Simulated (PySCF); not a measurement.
# UPBE/STO-6G run of Si2H4 (SMILES [SiH][SiH3])

What is the vertical triplet–singlet gap of Si2H4 at UPBE/STO-6G? Input form: a Python script.

Program for the calculation: PySCF 2.14.0.

4 further runs of the same task are left out: 4 set aside as unsound or not needed.

## Step 1: The system as given

Si2H4 has 6 atoms, charge 0, and is taken as a triplet. As SMILES, `[SiH][SiH3]`. The shape is that of a GFN2-xTB optimisation.

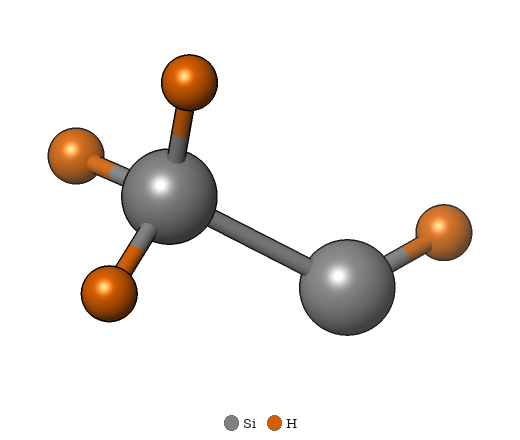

The structure, seen from a chosen angle (silicon grey, hydrogen orange).

## Step 2: A single-point energy at UPBE/STO-6G

The input, run.py:

```python
# [SiH][SiH3]
from pyscf import gto, dft

molecule = gto.M(
    atom=[
    ('Si', (0.322720, -1.575880, 0.287350)),
    ('Si', (-0.300130, 0.523270, -0.245660)),
    ('H', (1.427930, -2.017820, 1.155760)),
    ('H', (-1.456530, 0.376070, -1.136010)),
    ('H', (0.714920, 1.325330, -0.951090)),
    ('H', (-0.708920, 1.369020, 0.889660)),
],
    spin=2,
    max_memory=1860,
    verbose=3,
    basis='sto-6g',
    charge=0,
)

ks = dft.UKS(molecule)
ks.xc = 'pbe'
ks.conv_tol = 1e-10
ks.grids.level = 5
ks.kernel()
if not ks.converged:
    ks = ks.newton().run(ks.mo_coeff, ks.mo_occ)

energy = ks.e_tot
print('Final energy', energy)
```

The run is started by

```bash
$ OMP_NUM_THREADS=1 python run.py
```

Standard output:

```text
WARN: HOMO -0.0867878135498313 >= LUMO -0.151387954305939

converged SCF energy = -578.815756806356  <S^2> = 2.0018256  2S+1 = 3.0012168
Final energy -578.8157568063561
```

Wall time 6 s (1 thread of Arm Neoverse V1, shared host); peak memory 0.21 GiB.

## Step 3: The singlet

The input, geometry.xyz:

```xyz
6
H4Si2
Si     0.322720    -1.575880     0.287350
Si    -0.300130     0.523270    -0.245660
H      1.427930    -2.017820     1.155760
H     -1.456530     0.376070    -1.136010
H      0.714920     1.325330    -0.951090
H     -0.708920     1.369020     0.889660
```

The input, run.py:

```python
from pyscf import gto, dft

mol = gto.M(
    atom='geometry.xyz',
    verbose=3,
    max_memory=1860,
    spin=0,
    basis='sto-6g',
)

mf = dft.RKS(mol, xc='pbe')
mf.conv_tol = 1e-10
mf.grids.level = 5
mf.kernel()
if not mf.converged:
    mf = mf.newton().run(mf.mo_coeff, mf.mo_occ)

energy = mf.e_tot
print('Final energy', energy)
```

The run is started by

```bash
$ OMP_NUM_THREADS=1 python run.py
```

Standard output:

```text
converged SCF energy = -578.812227567099
Final energy -578.8122275670992
```

It took 4.2 s on 1 thread of Arm Neoverse V1, shared host; peak memory 0.21 GiB.

## Step 4: Summary of results

Level: UPBE/STO-6G.

| quantity | value |
| --- | --- |
| triplet: total energy | -578.81576 Eh |
| triplet: dipole moment | 0.58 D |
| triplet: HOMO energy (highest over α and β) | -0.53 eV |
| triplet: LUMO energy (lowest over α and β) | 0.16 eV |
| triplet: ⟨S²⟩ | 2.002 |
| singlet: total energy | -578.81223 Eh |
| singlet: dipole moment | 0.88 D |
| singlet: HOMO energy | -0.57 eV |
| singlet: LUMO energy | -0.11 eV |
| singlet: HOMO–LUMO gap | 0.46 eV |
| vertical energy of the singlet above the triplet | 0.096 eV |

In words: At this shape the singlet lies 0.10 eV (9.3 kJ/mol) above the triplet. In a minimal basis such a difference can be off by several eV, whatever the method. Mulliken charges (singlet) run from -0.15 on H3 to +0.30 on Si2; they depend strongly on the basis.
